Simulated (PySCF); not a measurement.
**AlH3Cl− (SMILES [H][Al-]([H])([H])[Cl]) at CCSDTQ/STO-3G**

What is the energy change on altering one bond length of AlH3Cl− at CCSDTQ/STO-3G? The job is set up through a Python script.

The calculation is run with PySCF 2.14.0.

11 further runs of the same task are left out: 2 that didn't finish, 9 set aside as unsound or not needed.

## Step 1: Starting point

AlH3Cl− has 5 atoms, charge -1, and is taken as a singlet. As SMILES, `[H][Al-]([H])([H])[Cl]`. Geometry: a GFN2-xTB relaxation, a rough one for these elements and not checked as a minimum.

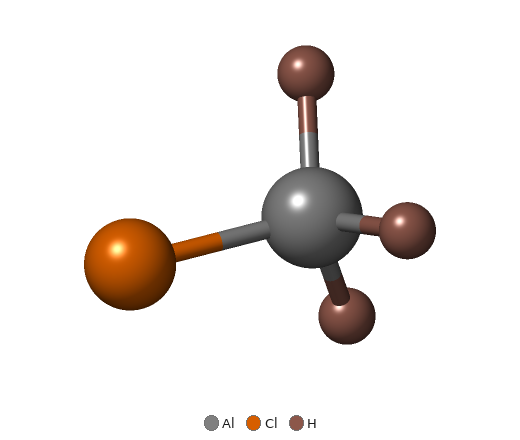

The structure, seen from a chosen angle (aluminium grey, chlorine orange, hydrogen brown).

## Step 2: A single-point energy at CCSDTQ/STO-3G

run.py reads:

```python
from pyscf import gto, scf, cc

mol = gto.M(
    atom='''
Al    -0.004630     0.000794    -0.253620
Cl     0.026173    -0.034695     3.707284
H      2.895249     0.022072    -1.165942
H     -1.465275     2.521632    -1.115770
H     -1.451518    -2.509802    -1.171933
''',
    verbose=3,
    charge=-1,
    basis='sto-3g',
    max_memory=1860,
    spin=0,
    unit='bohr',
)

mf = scf.RHF(mol)
mf.conv_tol = 1e-10
mf.kernel()
if not mf.converged:
    mf = mf.newton().run(mf.mo_coeff, mf.mo_occ)

mycc = cc.CCSDTQ(mf, frozen=10)
mycc.kernel()
energy = mycc.e_tot
print('E(%s) = %.9f' % ('CCSDTQ', energy))
```

The run is started by

```bash
OMP_NUM_THREADS=1 python run.py
```

Output:

```text
converged SCF energy = -695.309595817262
_make_eris_incore_RCCSDTQ
RCCSDTQ converged
E(RCCSDTQ) = -695.3621204650415   E_corr = -0.05252464777971438
E_corr(same-spin) = -0.00113665066281001
E_corr(oppo-spin) = -0.0513879971169044
E(CCSDTQ) = -695.362120465
```

Run time: 8.4 s. Hardware: 1 thread of Intel Xeon Platinum 8259CL at 2.50GHz (Skylake/Cascade Lake), shared host; peak memory 0.11 GiB.

## Step 3: The distorted shape

job.py reads:

```python
from pyscf import gto, cc

mol = gto.M(
    atom='''
Al      -0.005710       0.004176      -0.553413
Cl       0.013850      -0.018360       1.961810
H        1.528840       0.015436      -1.036193
H       -0.778650       1.338146      -1.009643
H       -0.771370      -1.324374      -1.039363
''',
    charge=-1,
    basis='sto-3g',
    max_memory=1860,
    verbose=3,
)

myscf = mol.RHF()
myscf.conv_tol = 1e-10
myscf.kernel()
if not myscf.converged:
    myscf = myscf.newton().run(myscf.mo_coeff, myscf.mo_occ)

mycc = cc.CCSDTQ(myscf, frozen=10)
mycc.kernel()
etot = mycc.e_tot
print(f'total energy: {etot:.8f} hartree')
```

The run is started by

```bash
OMP_NUM_THREADS=1 python job.py
```

Output:

```text
converged SCF energy = -695.290698172912
_make_eris_incore_RCCSDTQ
RCCSDTQ converged
E(RCCSDTQ) = -695.34534084985   E_corr = -0.05464267693823244
E_corr(same-spin) = -0.000931137615349785
E_corr(oppo-spin) = -0.0537115393228827
total energy: -695.34534085 hartree
```

Wall time 7.5 s (1 thread of Intel Xeon Platinum 8259CL at 2.50GHz (Skylake/Cascade Lake), shared host); peak memory 0.13 GiB.

## Step 4: Results

At CCSDTQ/STO-3G, 10 core orbitals frozen:

```
                                                              quantity          value
                                             first shape: total energy  -695.36212 Eh
                      first shape: HOMO energy (Hartree–Fock orbitals)       -2.13 eV
                      first shape: LUMO energy (Hartree–Fock orbitals)       20.18 eV
    first shape: HOMO–LUMO gap (to an unbound level, set by the basis)       22.31 eV
             first shape: correlation energy (10 core orbitals frozen)      -52.5 mEh
                                            first shape: T1 diagnostic          0.005
                                         distorted shape: total energy  -695.34534 Eh
                  distorted shape: HOMO energy (Hartree–Fock orbitals)       -2.17 eV
                  distorted shape: LUMO energy (Hartree–Fock orbitals)       16.02 eV
distorted shape: HOMO–LUMO gap (to an unbound level, set by the basis)       18.18 eV
         distorted shape: correlation energy (10 core orbitals frozen)      -54.6 mEh
                                        distorted shape: T1 diagnostic          0.006
   energy change with the Al1–Cl2 bond stretched from 2.096 to 2.515 Å       0.457 eV
```

With the Al1–Cl2 bond stretched from 2.096 to 2.515 Å the energy rises by 0.46 eV (44.1 kJ/mol). The first shape isn't relaxed at this level, so the change isn't measured from a minimum. The minimal basis adds a large error of its own. Mulliken charges (distorted shape) of the mean-field density run from -0.74 on Cl2 to +0.82 on Al1.
